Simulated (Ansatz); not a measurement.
PbTe (rock salt)

```cif
data_Pb4Te4
_chemical_formula_sum 'Te4 Pb4'
_space_group_name_H-M_alt 'Fm-3m'
_space_group_IT_number 225
_space_group_name_Hall '-F 4 2 3'
_cell_length_a 6.53471
_cell_length_b 6.53471
_cell_length_c 6.53471
_cell_angle_alpha 90.000
_cell_angle_beta 90.000
_cell_angle_gamma 90.000
loop_
_atom_site_label
_atom_site_type_symbol
_atom_site_symmetry_multiplicity
_atom_site_Wyckoff_symbol
_atom_site_fract_x
_atom_site_fract_y
_atom_site_fract_z
_atom_site_occupancy
Te1 Te 4 a 0.00000 0.00000 0.00000 1
Pb1 Pb 4 b 0.50000 0.50000 0.50000 1
```
(The calculation used a cell of 2 atoms; values per cell refer to that cell.)

Grid over V/V₀ and (c/a)/(c/a)₀, subscript 0 meaning the relaxed cell; the conventional c axis lies along z; no internal relaxation.

Computed with r2SCAN (plane waves to 500 eV, PAW, scalar-relativistic; Ansatz, a program for electronic structure). k mesh 9×9×9 (Γ-centred), Fermi-Dirac smearing 0.05 eV. E stands for the smeared free energy. Compression counts positive. PbTe was relaxed with its symmetry unable to fall. Spin-orbit coupling is left out, though Pb and Te are heavy. The zero of ΔE is the relaxed starting cell.

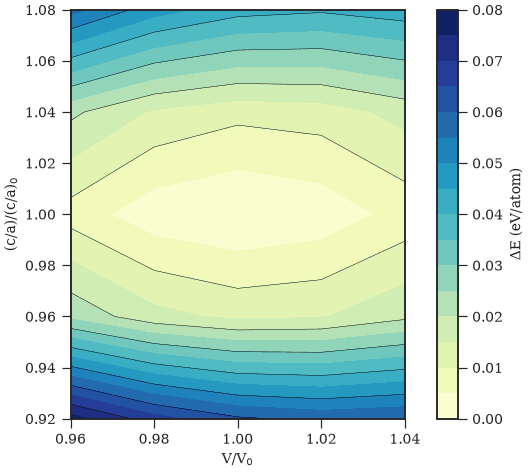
ΔE (eV/atom) over the 5×5 grid of computed points.

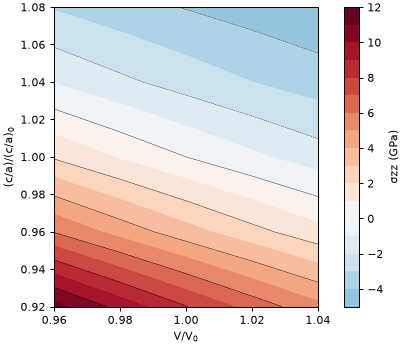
Fig. 1. σzz (GPa) over the 5×5 grid of computed points.

The shear modulus C′ = (C11 − C12)/2 (fit, atoms clamped) is 54 GPa. Lowest place on the grid: V/V₀ = 1.000, (c/a)/(c/a)₀ = 1.000 (0.0 meV/atom). Highest place on the grid: V/V₀ = 0.960, (c/a)/(c/a)₀ = 0.920 (77.6 meV/atom).

Near the relaxed cell σzz − σxx = −2Cδ (compression positive), C being this modulus and δ the logarithm of the ratio.

(Under strain, the slope of the energy per volume gives the stress and its curvature an elastic modulus.)
